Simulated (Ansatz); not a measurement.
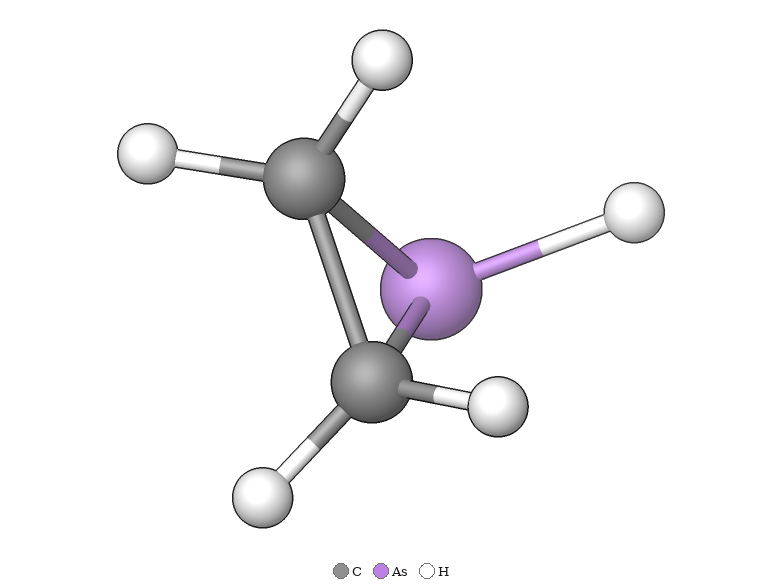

Every bond is drawn as one stick, whatever its order.

Which formula does it have?

C₂H₅As, 8 atoms: 2 carbon, 5 hydrogen and 1 arsenic.

How many bonds of each kind are drawn?

4 C–H, 2 C–As, 1 C–C, 1 As–H.

More results for the same structure follow; atom numbers are the same in all pictures, views and colours differ. Computed geometry: PBE0-D4/def2-TZVP optimisation.

Geometry

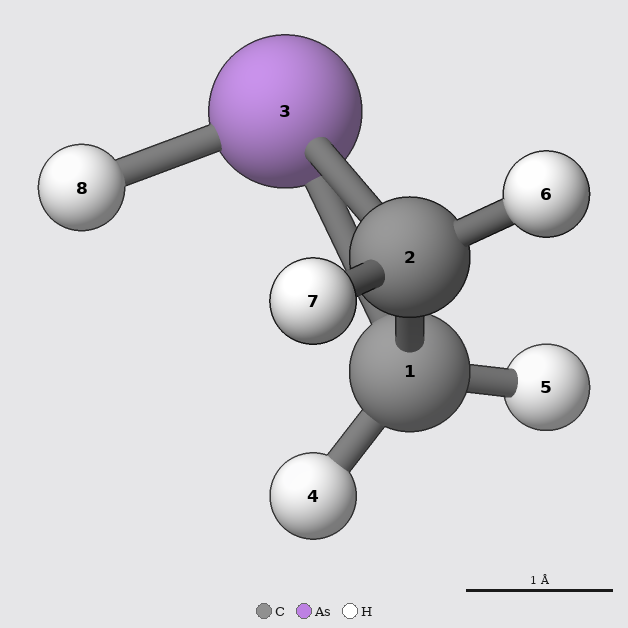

Atoms carry their numbers in the input.

Give the bond lengths.

```json
{"bond": "C1–C2", "length (Å)": "1.475", "order": "single"}
{"bond": "C1–As3", "length (Å)": "1.990", "order": "single"}
{"bond": "C1–H4", "length (Å)": "1.082", "order": "single"}
{"bond": "C1–H5", "length (Å)": "1.084", "order": "single"}
{"bond": "C2–As3", "length (Å)": "1.990", "order": "single"}
{"bond": "C2–H6", "length (Å)": "1.084", "order": "single"}
{"bond": "C2–H7", "length (Å)": "1.082", "order": "single"}
{"bond": "As3–H8", "length (Å)": "1.526", "order": "single"}
```

Vibrations

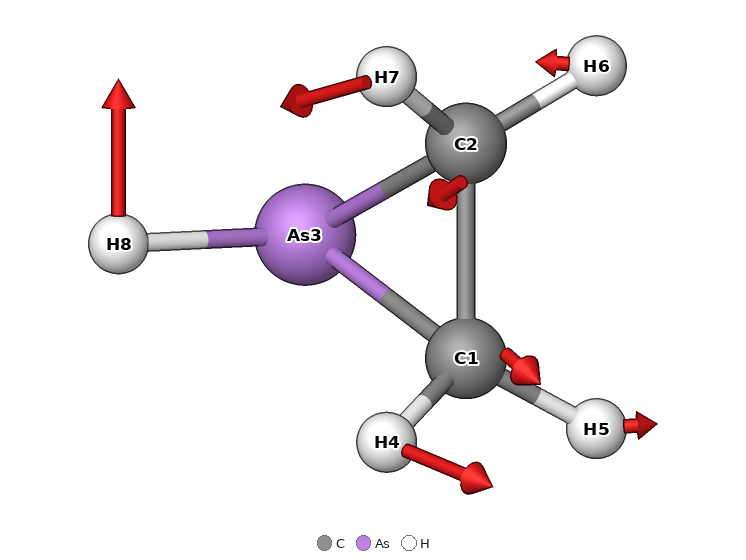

The arrows show one normal mode. Harmonic vibrations computed with RKS PBE0-D4/def2-TZVP (Ansatz 0.2.0) at a stationary point of the same level.

Estimate its harmonic wavenumber.

606 cm⁻¹; it is mode 3 of 18 counted from the lowest.

Electronic properties

Properties computed with RKS r2SCAN-D4/def2-TZVPP (Ansatz 0.2.0).

What is the HOMO energy (Kohn–Sham orbital)?

−6.23 eV.

Estimate the dipole moment.

1.15 D.

Give the dispersion correction at this level.

−3.0 kJ/mol.

Estimate the LUMO energy (Kohn–Sham orbital).

−0.39 eV.

Charges

The questions are on Mulliken charges. Method: RKS PBE0-D4/def2-TZVP (Ansatz 0.2.0).

Which atom carries the highest charge (most positive or least negative)?

H4, H5, H6, H7 (0.14 e).

And the lowest?

C1, C2 (−0.30 e).

Give the Mulliken charges atom by atom.

```
atom  value (e)
  C1      −0.30
  C2      −0.30
 As3       0.01
  H4       0.14
  H5       0.14
  H6       0.14
  H7       0.14
  H8       0.03
```

Mulliken values depend strongly on the basis set and can even reverse the polarity of a bond.
